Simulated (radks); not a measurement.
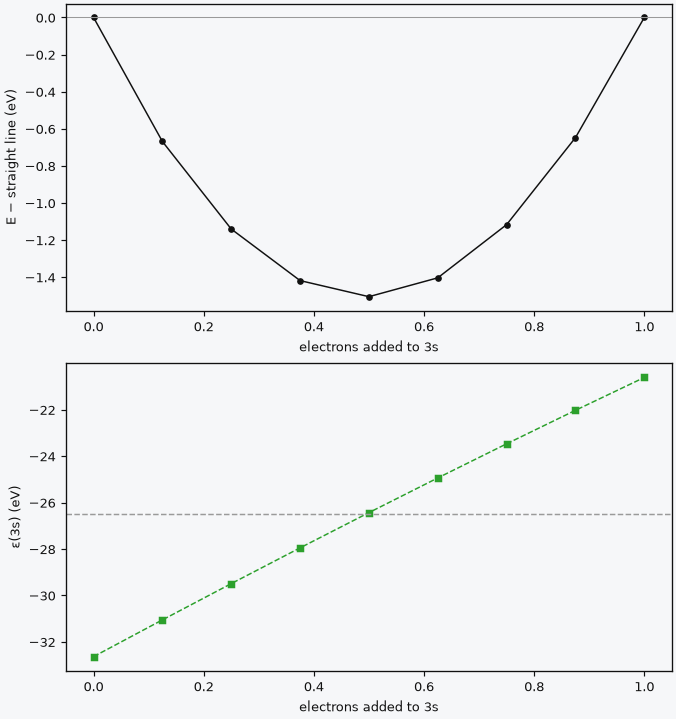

All numbers are computed, not measured: Dirac Kohn-Sham, PBEsol, spin-unpolarised, spherical densities, point nucleus (the in-house radial solver radks). The occupation of the 3s shell is varied from Cl⁺ ([Ne] 3s1 3p5 (3p1/2: 2, 3p3/2: 3)) to Cl ([Ne] 3s2 3p5 (3p1/2: 2, 3p3/2: 3)), with spherical fractional occupations. The plot shows the total energy less the straight line between the end points, and the eigenvalue of 3s (the dashed line is minus the energy to take the whole electron out).

**What does the shape say about the method?**

The curve is convex (below the straight line), with the largest deviation among the points computed, −1.51 eV, at 0.5. The end points differ by 26.5 eV, the energy to take the electron out. The eigenvalue, which is the slope of the energy (Janak's theorem), moves from −32.6 eV at 0 to −20.6 eV at 1; for a straight line it would stay constant, and a parabola would sag by an eighth of this change, scaled to a whole electron, 1.50 eV. Convexity is the delocalisation error: fractional charges are too low in energy. The shell lies under occupied ones, so the straight line is a guide here rather than an exact condition.
